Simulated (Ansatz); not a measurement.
The starting structures come from a database of crystals and need not be the phases stable at ambient conditions.

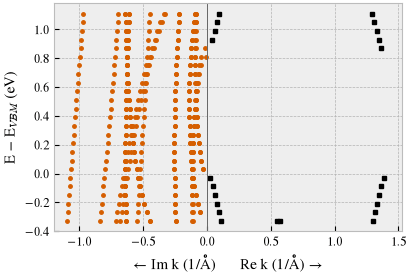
Figure. Complex bands at the centre of the two-dimensional zone; Ansatz (a first-principles code) with r2SCAN

No gap correction and no spin-orbit coupling; mid-gap is the computed energy nearest the middle.

### Question
This is TePb2Se (R-3m, 4 atoms a cell, 31.2 Å³ an atom) along the normal of (110). Read off the slowest decay at the centre of the two-dimensional zone at 0.39 eV, the computed energy nearest the middle of the gap.

### Answer
κ ≈ 0.08 1/Å, a decay length 1/(2κ) of the density of 6.4 Å.
